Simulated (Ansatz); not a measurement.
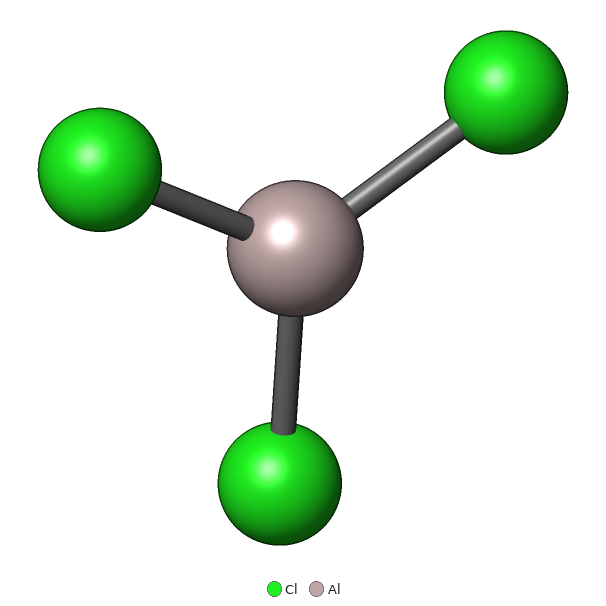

The geometry was computed by an optimisation with PBE0-D4/def2-TZVP.

Give the structural formula.

SMILES: [Cl][Al]([Cl])[Cl]

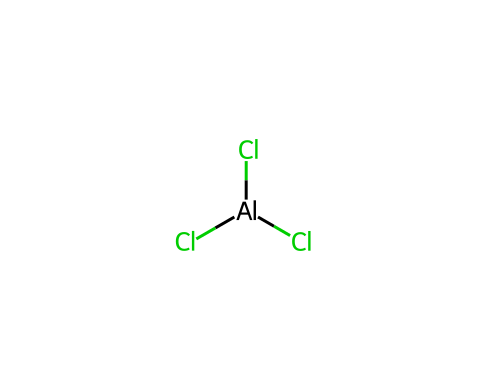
